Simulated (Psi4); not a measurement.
# Energy and gradient calculation, with input and output: CH$_{2}$F$_{3}$Si (part 2 of 2)

The same run, continued: CH$_{2}$F$_{3}$Si, multiplicity 2; TPSSh/def2-SVP, UKS (Psi4 1.11). The geometry comes from this level: PBE0-D4/def2-TZVP.

Geometry of the input (Å):
```
C  -0.6918  0.4017  0.7635
Si 0.4429  -0.2609  -0.4835
F  0.0094  0.1785  -1.9342
F  0.4954  -1.8380  -0.4811
F  1.9169  0.2413  -0.2366
H  -1.7311  0.6162  0.5422
H  -0.3804  0.5931  1.7841
```

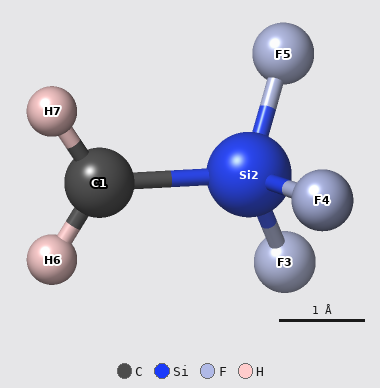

The input geometry (ball-and-stick view, seen at a tilt; atoms are numbered from 1 in the order of the input).

Log, continued
```
 L = 1.  Multiply by 2.5417464519 to convert [e a0] to [Debye]
 Dipole X            :        -41.6247290           41.0705517           -0.5541772
 Dipole Y            :         24.4963161          -24.1826364            0.3136797
 Dipole Z            :         45.4501034          -44.8409332            0.6091702
 Magnitude           :                                                    0.8812467

 ------------------------------------------------------------------------------------

	total time  =         36 seconds =       0.60 minutes

         ------------------------------------------------------------
                                   SCF GRAD
         ------------------------------------------------------------

  ==> Geometry <==

    Molecular point group: c1
    Full point group: C1

    Geometry (in Bohr), charge = 0, multiplicity = 2:

       Center              X                  Y                   Z               Mass
    ------------   -----------------  -----------------  -----------------  -----------------
         C           -1.307312530000     0.759102980000     1.442805900000    12.000000000000
         SI           0.836959700000    -0.493029550000    -0.913682580000    27.976926534650
         F            0.017763430000     0.337316110000    -3.655108270000    18.998403162730
         F            0.936170320000    -3.473316620000    -0.909147240000    18.998403162730
         F            3.622416010000     0.455990910000    -0.447109200000    18.998403162730
         H           -3.271304890000     1.164449240000     1.024609500000     1.007825032230
         H           -0.718851820000     1.120796560000     3.371460380000     1.007825032230

  Nuclear repulsion =  252.903389428086911

  ==> Basis Set <==

  Basis Set: DEF2-SVP
    Blend: DEF2-SVP
    Number of shells: 38
    Number of basis functions: 84
    Number of Cartesian functions: 89
    Spherical Harmonics?: true
    Max angular momentum: 2

  ==> DirectJKGrad: Integral-Direct SCF Gradients <==

    Gradient:                    1
    J tasked:                  Yes
    K tasked:                  Yes
    wK tasked:                  No
    Integrals threads:           1
    Schwarz Cutoff:          1E-12

  ==> DFT Potential <==

   => LibXC <=

    Version 7.1.2

   => Composite Functional: TPSSH <=

    TPSSh Hyb-GGA Exchange-Correlation Functional

    Deriv               =              1
    GGA                 =           TRUE
    Meta                =           TRUE

    Exchange Hybrid     =           TRUE
    MP2 Hybrid          =          FALSE

   => Exchange Functionals <=

    0.9000   Tao, Perdew, Staroverov & Scuseria

   => Exact (HF) Exchange <=

    0.1000               HF

   => Correlation Functionals <=

    1.0000   Tao, Perdew, Staroverov & Scuseria

   => LibXC Density Thresholds  <==

    XC_HYB_MGGA_XC_TPSSH:  1.00E-15

   => Molecular Quadrature <=

    Radial Scheme          =       TREUTLER
    Pruning Scheme         =           NONE
    Nuclear Scheme         =       TREUTLER

    Blocking Scheme        =         OCTREE
    BS radius alpha        =              1
    Pruning alpha          =              1
    Radial Points          =             99
    Spherical Points       =            590
    Total Points           =         390396
    Total Blocks           =           2874
    Max Points             =            256
    Max Functions          =             82
    Weights Tolerance      =       1.00E-15

  -Total Gradient:
     Atom            X                  Y                   Z
    ------   -----------------  -----------------  -----------------
       1       -0.001678980060     0.000798227657     0.001811612972
       2        0.013349056093    -0.007943203288    -0.014599862673
       3        0.007191329261    -0.007169649643     0.023653722236
       4       -0.000802427559     0.025782126890    -0.000102541305
       5       -0.024065114065    -0.008192670623    -0.004152348132
       6        0.007898775820    -0.001742084143     0.001201330402
       7       -0.001881809280    -0.001581312113    -0.007795002055

	total time  =          5 seconds =       0.08 minutes

Properties will be evaluated at   0.000000,   0.000000,   0.000000 [a0]
OEProp: No title given, name of density matrix used for the following properties is 'SCF alpha density'

 Multipole Moments:

 ------------------------------------------------------------------------------------
     Multipole            Electronic (a.u.)      Nuclear  (a.u.)        Total (a.u.)
 ------------------------------------------------------------------------------------

 L = 1.  Multiply by 2.5417464519 to convert [e a0] to [Debye]
 Dipole X            :        -41.6247290           41.0705517           -0.5541772
 Dipole Y            :         24.4963161          -24.1826364            0.3136797
 Dipole Z            :         45.4501034          -44.8409332            0.6091702
 Magnitude           :                                                    0.8812467

 L = 2.  Multiply by 1.3450342976 to convert [e a0^2] to [Debye ang]
 Quadrupole XX       :       -182.4348044          157.2672549          -25.1675495
 Quadrupole XY       :         30.3765667          -30.6908237           -0.3142570
 Quadrupole XZ       :         50.4519491          -50.6195319           -0.1675828
 Quadrupole YY       :       -147.1578307          120.9433888          -26.2144419
 Quadrupole YZ       :        -33.0087753           33.3384359            0.3296606
 Quadrupole ZZ       :       -191.1792281          166.0705712          -25.1086570
 Traceless XX        :         -8.8441833            9.1735166            0.3293333
 Traceless YY        :         26.4327904          -27.1503495           -0.7175591
 Traceless ZZ        :        -17.5886071           17.9768329            0.3882258

 ------------------------------------------------------------------------------------

  Mayer Bond Indices:

  Total Bond Index:
  Irrep: 1 Size: 7 x 7

                 1                   2                   3                   4                   5

    1     0.00000000000000     1.04819265227518     0.00741626621385     0.01167624717930     0.00781360209330
    2     1.04819265227518     0.00000000000000     1.10982132961468     1.11434954804263     1.11024632744766
    3     0.00741626621385     1.10982132961468     0.00000000000000     0.01181551218012     0.01174856563391
    4     0.01167624717930     1.11434954804263     0.01181551218012     0.00000000000000     0.01183127126896
    5     0.00781360209330     1.11024632744766     0.01174856563391     0.01183127126896     0.00000000000000
    6     0.95635584669695     0.01490327626518     0.00150378050018     0.00087343943012     0.00540984627475
    7     0.95621830272052     0.01489634873252     0.00574753699458     0.00065352843230     0.00129030831599

                 6                   7

    1     0.95635584669695     0.95621830272052
    2     0.01490327626518     0.01489634873252
    3     0.00150378050018     0.00574753699458
    4     0.00087343943012     0.00065352843230
    5     0.00540984627475     0.00129030831599
    6     0.00000000000000    -0.00267233858585
    7    -0.00267233858585     0.00000000000000

  Alpha Contribution:
  Irrep: 1 Size: 7 x 7

                 1                   2                   3                   4                   5

    1     0.00000000000000     0.57135495873216     0.00347198879260     0.00187700785572     0.00330274803510
    2     0.57135495873216     0.00000000000000     0.55137260957676     0.54887100503205     0.55116599021511
    3     0.00347198879260     0.55137260957676     0.00000000000000     0.00600957787677     0.00556800859533
    4     0.00187700785572     0.54887100503205     0.00600957787677     0.00000000000000     0.00606145540269
    5     0.00330274803510     0.55116599021511     0.00556800859533     0.00606145540269     0.00000000000000
    6     0.47525816385679     0.00771370948265     0.00073772867079     0.00052898914213     0.00301904491169
    7     0.47522675081134     0.00770378562725     0.00320251131699     0.00040827090587     0.00063750707784

                 6                   7

    1     0.47525816385679     0.47522675081134
    2     0.00771370948265     0.00770378562725
    3     0.00073772867079     0.00320251131699
    4     0.00052898914213     0.00040827090587
    5     0.00301904491169     0.00063750707784
    6     0.00000000000000    -0.00083277757091
    7    -0.00083277757091     0.00000000000000

  Beta Contribution:
  Irrep: 1 Size: 7 x 7

                 1                   2                   3                   4                   5

    1     0.00000000000000     0.47683769354302     0.00394427742125     0.00979923932358     0.00451085405820
    2     0.47683769354302     0.00000000000000     0.55844872003792     0.56547854301058     0.55908033723255
    3     0.00394427742125     0.55844872003792     0.00000000000000     0.00580593430335     0.00618055703857
    4     0.00979923932358     0.56547854301058     0.00580593430335     0.00000000000000     0.00576981586627
    5     0.00451085405820     0.55908033723255     0.00618055703857     0.00576981586627     0.00000000000000
    6     0.48109768284016     0.00718956678253     0.00076605182940     0.00034445028799     0.00239080136305
    7     0.48099155190918     0.00719256310528     0.00254502567760     0.00024525752643     0.00065280123814

                 6                   7

    1     0.48109768284016     0.48099155190918
    2     0.00718956678253     0.00719256310528
    3     0.00076605182940     0.00254502567760
    4     0.00034445028799     0.00024525752643
    5     0.00239080136305     0.00065280123814
    6     0.00000000000000    -0.00183956101494
    7    -0.00183956101494     0.00000000000000

  Atomic Valences:

 #  #
 Irrep: 1
      1:    2.987672917179094
      2:    4.412409482377848
      3:    1.148052991137316
      4:    1.151199546533429
      5:    1.148339921034562
      6:    0.976373850581329
      7:    0.976133686610070

  Variable Map:
  ----------------------------------------------------------------------------
  "CURRENT ENERGY"              =>    -628.112019511092
  "CURRENT REFERENCE ENERGY"    =>    -628.112019511092
  "DD SOLVATION ENERGY"         =>       0.000000000000
  "DFT FUNCTIONAL TOTAL ENERGY" =>    -628.112019511092
  "DFT TOTAL ENERGY"            =>    -628.112019511092
  "DFT VV10 ENERGY"             =>       0.000000000000
  "DFT XC ENERGY"               =>     -52.995366891686
  "GRID ELECTRONS ALPHA"        =>      25.000000816709
  "GRID ELECTRONS BETA"         =>      24.000000827966
  "GRID ELECTRONS TOTAL"        =>      49.000001644674
  "NUCLEAR REPULSION ENERGY"    =>     252.903389428087
  "ONE-ELECTRON ENERGY"         =>   -1374.702480564153
  "PCM POLARIZATION ENERGY"     =>       0.000000000000
  "PE ENERGY"                   =>       0.000000000000
  "SCF ITERATION ENERGY"        =>    -628.112019511092
  "SCF ITERATIONS"              =>      13.000000000000
  "SCF TOTAL ENERGY"            =>    -628.112019511092
  "TWO-ELECTRON ENERGY"         =>     546.682438516659
  "XC GRID RADIAL POINTS"       =>      99.000000000000
  "XC GRID SPHERICAL POINTS"    =>     590.000000000000
  "XC GRID TOTAL POINTS"        =>  390396.000000000000

  Array Variable Map:
  ----------------------------------------------------------------------------
  "CURRENT DIPOLE"              =>      -0.554177215001 ... 0.609170213688 1 by 3
  "CURRENT GRADIENT"            =>      -0.001678980060 ... -0.007795002055 7 by 3
  "DFT TOTAL GRADIENT"          =>      -0.001678980060 ... -0.007795002055 7 by 3
  "DIPOLE"                      =>      -0.554177215001 ... 0.609170213688 1 by 3
  "QUADRUPOLE"                  =>     -25.167549529300 ... -25.108656977292 1 by 6
  "SCF DIPOLE"                  =>      -0.554177215001 ... 0.609170213688 1 by 3
  "SCF TOTAL ENERGIES"          =>    -627.530776090654 ... -628.112019511092 1 by 14
  "SCF TOTAL GRADIENT"          =>      -0.001678980060 ... -0.007795002055 7 by 3

    Psi4 run time: 0:00:40.86
```

Results in brief

| quantity | value |
| --- | --- |
| outcome | converged |
| total energy | −628.112020 hartree |
| basis functions | 84 |
| largest force | 1.326 eV/Å |
| ⟨S²⟩ | 0.754 |
| dipole moment | 2.24 D |
| hardware | 1 thread of Intel Xeon (Granite Rapids), 32 GiB of memory available, shared host |
| wall time | 42 s |
| peak memory | 1.2 GiB |
